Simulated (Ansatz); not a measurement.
# TiPH$_{3}$Cl$_{4}$: nudged elastic band (part 1 of 2)

The run: nudged elastic band of TiPH$_{3}$Cl$_{4}$. Method and program: RHF/def2-SVP (Ansatz 0.2.0).

It belongs to a series of runs on one base structure; here: band between the two ends. Figures and captions count atoms from 1; the log counts them from 0 in places.

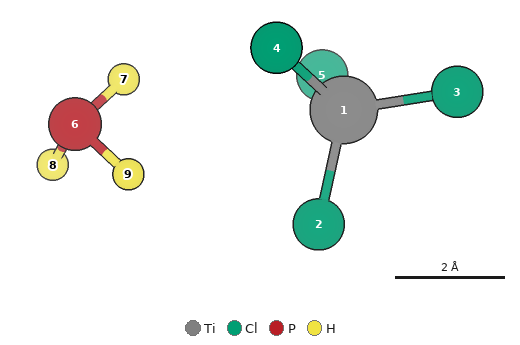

**Figure 1.** The input geometry (ball-and-stick view, seen at an oblique angle; atoms are numbered from 1 in the order of the input). Sticks mark near contacts. Bond lengths as drawn: Cl–Ti 2.17 Å and H–P 1.41 Å.

## Key numbers

| quantity | value |
| --- | --- |
| outcome | converged |
| barrier, forward | 2.819 eV |
| barrier, backward | 1.685 eV |
| hardware | 4 threads of Arm Neoverse V2, 24 GiB of memory available, shared host |
| wall time | 10 min (CPU time 37 min) |
| peak memory | 0.59 GiB |

The order of the saddle point was not checked.

## Input
```yaml
crystal:
  periodic: [false, false, false]
  atoms:
    - { symbol: Ti, position_ang: [0.775097, -0.044058, -0.22083] }
    - { symbol: Cl, position_ang: [1.04495, -0.030574, 1.931766] }
    - { symbol: Cl, position_ang: [2.699668, 0.178219, -1.192795] }
    - { symbol: Cl, position_ang: [-0.520666, 1.597493, -0.79488] }
    - { symbol: Cl, position_ang: [-0.130242, -1.920126, -0.824902] }
    - { symbol: P, position_ang: [-3.839775, 0.150097, 1.63393] }
    - { symbol: H, position_ang: [-3.379982, -0.574391, 0.511761] }
    - { symbol: H, position_ang: [-4.172276, -0.990741, 2.397959] }
    - { symbol: H, position_ang: [-2.560275, 0.321982, 2.207391] }
basis:
  gaussian: { orbitals: def2-SVP }
hamiltonian:
  xc: hf
neb:
  order_check: false
  images: 7
  f_tol: 0.03
  max_iterations: 60
  final_atoms:
    - { symbol: Ti, position_ang: [-0.75507214, 0.11261151, -0.67343435] }
    - { symbol: Cl, position_ang: [-0.11948613, -1.08494274, 3.81073373] }
    - { symbol: Cl, position_ang: [0.6987913, 1.19738186, 0.58885981] }
    - { symbol: Cl, position_ang: [-1.29428237, 1.01202884, -2.59645317] }
    - { symbol: Cl, position_ang: [-0.52683069, -2.0696281, -0.69599207] }
    - { symbol: P, position_ang: [-2.79476642, 0.55721074, 0.58299583] }
    - { symbol: H, position_ang: [-3.50293601, -0.45763417, -0.10169163] }
    - { symbol: H, position_ang: [-2.37385146, -0.26025076, 1.65674913] }
    - { symbol: H, position_ang: [0.58493292, -0.31887618, 3.07763272] }
  initial_path:
    images:
      - { positions_ang: [[0.775097, -0.044058, -0.22083], [1.04495, -0.030574, 1.931766], [2.699668, 0.178219, -1.192795], [-0.520666, 1.597493, -0.79488], [-0.130242, -1.920126, -0.824902], [-3.839775, 0.150097, 1.63393], [-3.379982, -0.574391, 0.511761], [-4.172276, -0.990741, 2.397959], [-2.560275, 0.321982, 2.207391]] }
      - { positions_ang: [[0.58286041, -0.03096913, -0.16234058], [0.77637479, -0.01426005, 2.1320165], [2.58749595, 0.14100846, -1.0813657], [-0.67157002, 1.67810443, -0.79852967], [-0.36644257, -1.9269344, -0.81150592], [-3.52628501, 0.10843027, 1.43478438], [-3.36756973, -0.6606435, 0.39206607], [-3.79116652, -0.85076243, 2.34700319], [-2.30719829, 0.24392735, 2.19727172]] }
      - { positions_ang: [[0.39062381, -0.01788027, -0.10385116], [0.50779959, 0.0020539, 2.332267], [2.47532389, 0.10379792, -0.9699364], [-0.82247403, 1.75871586, -0.80217933], [-0.60264314, -1.9337428, -0.79810985], [-3.21279502, 0.06676354, 1.23563877], [-3.35515747, -0.746896, 0.27237114], [-3.41005705, -0.71078385, 2.29604738], [-2.05412159, 0.1658727, 2.18715245]] }
      - { positions_ang: [[0.19838722, -0.0047914, -0.04536174], [0.23922438, 0.01836785, 2.53251751], [2.36315184, 0.06658738, -0.85850709], [-0.97337805, 1.83932729, -0.805829], [-0.83884371, -1.9405512, -0.78471377], [-2.89930502, 0.02509681, 1.03649315], [-3.3427452, -0.83314851, 0.15267622], [-3.02894757, -0.57080528, 2.24509157], [-1.80104488, 0.08781805, 2.17703317]] }
      - { positions_ang: [[0.00615063, 0.00829747, 0.01312768], [-0.02935083, 0.0346818, 2.73276801], [2.25097979, 0.02937684, -0.74707779], [-1.12428207, 1.91993872, -0.80947867], [-1.07504429, -1.94735959, -0.7713177], [-2.58581503, -0.01656992, 0.83734753], [-3.33033294, -0.91940101, 0.03298129], [-2.6478381, -0.43082671, 2.19413576], [-1.54796817, 0.0097634, 2.16691389]] }
      - { positions_ang: [[-0.18415506, 0.03437598, -0.15851283], [-0.05188465, -0.24522433, 3.00225944], [1.86293267, 0.3213781, -0.41309339], [-1.16678214, 1.69296125, -1.25622229], [-0.93799089, -1.97792672, -0.75248629], [-2.63805288, 0.12687524, 0.77375961], [-3.3734837, -0.8039593, -0.00068694], [-2.57934144, -0.38818272, 2.0597891], [-1.0147429, -0.07239649, 2.3945936]] }
      - { positions_ang: [[-0.37446076, 0.06045449, -0.33015334], [-0.07441848, -0.52513047, 3.27175087], [1.47488554, 0.61337935, -0.07910899], [-1.20928222, 1.46598378, -1.70296592], [-0.80093749, -2.00849385, -0.73365488], [-2.69029073, 0.27032041, 0.71017168], [-3.41663447, -0.68851759, -0.03435517], [-2.51084478, -0.34553873, 1.92544245], [-0.48151763, -0.15455639, 2.6222733]] }
      - { positions_ang: [[-0.56476645, 0.086533, -0.50179384], [-0.09695231, -0.8050366, 3.5412423], [1.08683842, 0.9053806, 0.25487541], [-1.25178229, 1.23900631, -2.14970955], [-0.66388409, -2.03906097, -0.71482348], [-2.74252857, 0.41376557, 0.64658375], [-3.45978524, -0.57307588, -0.0680234], [-2.44234812, -0.30289475, 1.79109579], [0.05170764, -0.23671628, 2.84995301]] }
      - { positions_ang: [[-0.75507214, 0.11261151, -0.67343435], [-0.11948613, -1.08494274, 3.81073373], [0.6987913, 1.19738186, 0.58885981], [-1.29428237, 1.01202884, -2.59645317], [-0.52683069, -2.0696281, -0.69599207], [-2.79476642, 0.55721074, 0.58299583], [-3.50293601, -0.45763417, -0.10169163], [-2.37385146, -0.26025076, 1.65674913], [0.58493292, -0.31887618, 3.07763272]] }
```

Launch command:
```bash
ansatz run input.yaml --threads 4 --pin off --max-ram 5120MiB --backend cpu --events-out ev --progress --plain --runs-dir out
```

## Log
```
Engine: ansatz 0.2.0, aarch64-unknown-linux-gnu
Functional definition: HF
  exchange = exact_x
  correlation = 0
1427 factors; integrals over basis functions are off by at most 2.3e-4 eV
mean field evaluation 1: about -82396.9511 eV, gradient 4.4e1 eV
mean field evaluation 2: about -82397.0590 eV, gradient 4.4e1 eV
mean field evaluation 4: about -82404.3206 eV, gradient 9.5e0 eV
mean field evaluation 8: about -82404.6153 eV, gradient 1.9e-1 eV
mean field -82404.61584979 eV, -3028.3137766252 hartree, gradient 2.4e-5 eV, S^2 0.000000; 0 other end points of the search recorded, 0 dependent functions left out
the calculation of the forces begins
reference -82404.61584979 eV, -3028.3137766252 hartree; 54, 54 occupied and 82, 82 virtual orbitals, 1427 factors
1420 factors; integrals over basis functions are off by at most 5.1e-4 eV
mean field evaluation 16: about -82402.7940 eV, gradient 1.3e1 eV
mean field -82403.48148561 eV, -3028.2720895101 hartree, gradient 9.4e-6 eV, S^2 0.000000; 0 other end points of the search recorded, 0 dependent functions left out
[... from here on the field's lines of each further geometry are left out, up to the last ...]
NEB iter   1: max|band force component| = 4.281e1 eV/Å  barrier→ = 11.0043 eV  barrier← = 9.8700 eV  Δτ_max = 0.2000 Å  (706 SCF iters)
NEB iter   2: max|band force component| = 6.508e0 eV/Å  barrier→ = 4.5312 eV  barrier← = 3.3968 eV  Δτ_max = 0.2000 Å  (353 SCF iters)
NEB iter   3: max|band force component| = 4.024e0 eV/Å  barrier→ = 3.3097 eV  barrier← = 2.1754 eV  Δτ_max = 0.2000 Å  (340 SCF iters)
NEB iter   4: max|band force component| = 1.108e0 eV/Å  barrier→ = 2.8177 eV  barrier← = 1.6834 eV  Δτ_max = 0.1970 Å  (316 SCF iters)
NEB iter   5: max|band force component| = 3.396e0 eV/Å  barrier→ = 2.7825 eV  barrier← = 1.6482 eV  Δτ_max = 0.1002 Å  (325 SCF iters)
NEB iter   6: max|band force component| = 9.003e-1 eV/Å  barrier→ = 2.5671 eV  barrier← = 1.4327 eV  Δτ_max = 0.1965 Å  (304 SCF iters)
NEB iter   7: max|band force component| = 8.199e-1 eV/Å  barrier→ = 2.9109 eV  barrier← = 1.7765 eV  Δτ_max = 0.2000 Å  (307 SCF iters)
NEB iter   8: max|band force component| = 1.357e0 eV/Å  barrier→ = 2.8655 eV  barrier← = 1.7312 eV  Δτ_max = 0.1000 Å  (295 SCF iters)
NEB iter   9: max|band force component| = 1.169e0 eV/Å  barrier→ = 2.8134 eV  barrier← = 1.6791 eV  Δτ_max = 0.1000 Å  (306 SCF iters)
NEB iter  10: max|band force component| = 1.803e0 eV/Å  barrier→ = 2.8007 eV  barrier← = 1.6663 eV  CI = image 3  Δτ_max = 0.1992 Å  (300 SCF iters)
NEB iter  11: max|band force component| = 7.578e-1 eV/Å  barrier→ = 2.9573 eV  barrier← = 1.8230 eV  CI = image 3  Δτ_max = 0.2000 Å  (316 SCF iters)
NEB iter  12: max|band force component| = 4.820e-1 eV/Å  barrier→ = 2.9923 eV  barrier← = 1.8579 eV  CI = image 3  Δτ_max = 0.1983 Å  (315 SCF iters)
NEB iter  13: max|band force component| = 4.725e-1 eV/Å  barrier→ = 2.9587 eV  barrier← = 1.8243 eV  CI = image 3  Δτ_max = 0.1927 Å  (310 SCF iters)
NEB iter  14: max|band force component| = 3.362e-1 eV/Å  barrier→ = 2.9382 eV  barrier← = 1.8039 eV  CI = image 3  Δτ_max = 0.2000 Å  (296 SCF iters)
NEB iter  15: max|band force component| = 3.795e-1 eV/Å  barrier→ = 2.9249 eV  barrier← = 1.7905 eV  CI = image 3  Δτ_max = 0.1005 Å  (310 SCF iters)
NEB iter  16: max|band force component| = 7.308e-1 eV/Å  barrier→ = 2.9119 eV  barrier← = 1.7775 eV  CI = image 3  Δτ_max = 0.0505 Å  (306 SCF iters)
NEB iter  17: max|band force component| = 3.017e-1 eV/Å  barrier→ = 2.9027 eV  barrier← = 1.7683 eV  CI = image 3  Δτ_max = 0.1017 Å  (308 SCF iters)
NEB iter  18: max|band force component| = 1.063e-1 eV/Å  barrier→ = 2.8866 eV  barrier← = 1.7523 eV  CI = image 3  Δτ_max = 0.2000 Å  (300 SCF iters)
NEB iter  19: max|band force component| = 3.174e-1 eV/Å  barrier→ = 2.8724 eV  barrier← = 1.7381 eV  CI = image 3  Δτ_max = 0.0999 Å  (310 SCF iters)
NEB iter  20: max|band force component| = 1.589e-1 eV/Å  barrier→ = 2.8602 eV  barrier← = 1.7258 eV  CI = image 3  Δτ_max = 0.2000 Å  (302 SCF iters)
NEB iter  21: max|band force component| = 1.675e-1 eV/Å  barrier→ = 2.8493 eV  barrier← = 1.7150 eV  CI = image 3  Δτ_max = 0.0999 Å  (303 SCF iters)
NEB iter  22: max|band force component| = 4.662e-1 eV/Å  barrier→ = 2.8409 eV  barrier← = 1.7065 eV  CI = image 3  Δτ_max = 0.0506 Å  (291 SCF iters)
NEB iter  23: max|band force component| = 2.758e-1 eV/Å  barrier→ = 2.8368 eV  barrier← = 1.7024 eV  CI = image 3  Δτ_max = 0.0502 Å  (294 SCF iters)
NEB iter  24: max|band force component| = 1.925e-1 eV/Å  barrier→ = 2.8334 eV  barrier← = 1.6991 eV  CI = image 3  Δτ_max = 0.0500 Å  (296 SCF iters)
NEB iter  25: max|band force component| = 1.746e-1 eV/Å  barrier→ = 2.8305 eV  barrier← = 1.6961 eV  CI = image 3  Δτ_max = 0.0500 Å  (296 SCF iters)
NEB iter  26: max|band force component| = 6.051e-1 eV/Å  barrier→ = 2.8281 eV  barrier← = 1.6937 eV  CI = image 3  Δτ_max = 0.0252 Å  (295 SCF iters)
NEB iter  27: max|band force component| = 2.008e-1 eV/Å  barrier→ = 2.8270 eV  barrier← = 1.6926 eV  CI = image 3  Δτ_max = 0.0499 Å  (299 SCF iters)
NEB iter  28: max|band force component| = 2.089e-1 eV/Å  barrier→ = 2.8255 eV  barrier← = 1.6911 eV  CI = image 3  Δτ_max = 0.0990 Å  (296 SCF iters)
NEB iter  29: max|band force component| = 1.993e-1 eV/Å  barrier→ = 2.8244 eV  barrier← = 1.6900 eV  CI = image 3  Δτ_max = 0.0989 Å  (290 SCF iters)
NEB iter  30: max|band force component| = 1.845e-1 eV/Å  barrier→ = 2.8236 eV  barrier← = 1.6892 eV  CI = image 3  Δτ_max = 0.1952 Å  (290 SCF iters)
NEB iter  31: max|band force component| = 3.263e-1 eV/Å  barrier→ = 2.8231 eV  barrier← = 1.6887 eV  CI = image 3  Δτ_max = 0.0995 Å  (288 SCF iters)
NEB iter  32: max|band force component| = 2.847e-1 eV/Å  barrier→ = 2.8226 eV  barrier← = 1.6882 eV  CI = image 3  Δτ_max = 0.0998 Å  (293 SCF iters)
NEB iter  33: max|band force component| = 1.106e-1 eV/Å  barrier→ = 2.8221 eV  barrier← = 1.6878 eV  CI = image 3  Δτ_max = 0.1830 Å  (290 SCF iters)
NEB iter  34: max|band force component| = 1.069e-1 eV/Å  barrier→ = 2.8217 eV  barrier← = 1.6873 eV  CI = image 3  Δτ_max = 0.1777 Å  (300 SCF iters)
NEB iter  35: max|band force component| = 1.098e-1 eV/Å  barrier→ = 2.8212 eV  barrier← = 1.6868 eV  CI = image 3  Δτ_max = 0.0891 Å  (296 SCF iters)
NEB iter  36: max|band force component| = 7.941e-2 eV/Å  barrier→ = 2.8207 eV  barrier← = 1.6863 eV  CI = image 3  Δτ_max = 0.0879 Å  (293 SCF iters)
NEB iter  37: max|band force component| = 6.359e-2 eV/Å  barrier→ = 2.8204 eV  barrier← = 1.6860 eV  CI = image 3  Δτ_max = 0.0891 Å  (293 SCF iters)
NEB iter  38: max|band force component| = 4.212e-2 eV/Å  barrier→ = 2.8202 eV  barrier← = 1.6859 eV  CI = image 3  Δτ_max = 0.0568 Å  (296 SCF iters)
NEB iter  39: max|band force component| = 3.025e-2 eV/Å  barrier→ = 2.8197 eV  barrier← = 1.6853 eV  CI = image 3  Δτ_max = 0.0465 Å  (297 SCF iters)
NEB iter  40: max|band force component| = 3.364e-2 eV/Å  barrier→ = 2.8195 eV  barrier← = 1.6852 eV  CI = image 3  Δτ_max = 0.0232 Å  (302 SCF iters)
```
